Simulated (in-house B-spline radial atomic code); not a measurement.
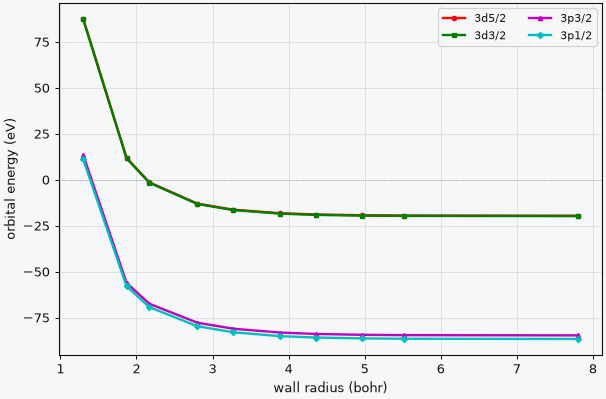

The Co⁺ ion; electrons: [Ar] 3d8 (open shells shared over both j by 2j + 1). It is put inside a hard spherical wall of varying radius. Computed with an in-house B-spline radial code: Dirac-Hartree-Fock, average of configuration, Fermi nucleus, hard spherical wall, basis-set limit. The plot shows the outer orbital energies.

Question: How do the levels move, and do any cross?

Answer: The levels rise as the wall closes in: 3d5/2 goes from −19.5 eV at 7.8 bohr to 87.6 eV at 1.3 bohr and passes zero between 2.17 and 1.87 bohr. No two of the levels drawn cross. The fastest to rise is 3d5/2 (by 107.1 eV), the slowest 3p1/2 (by 97.7 eV): the wall presses hardest on the most extended orbitals.
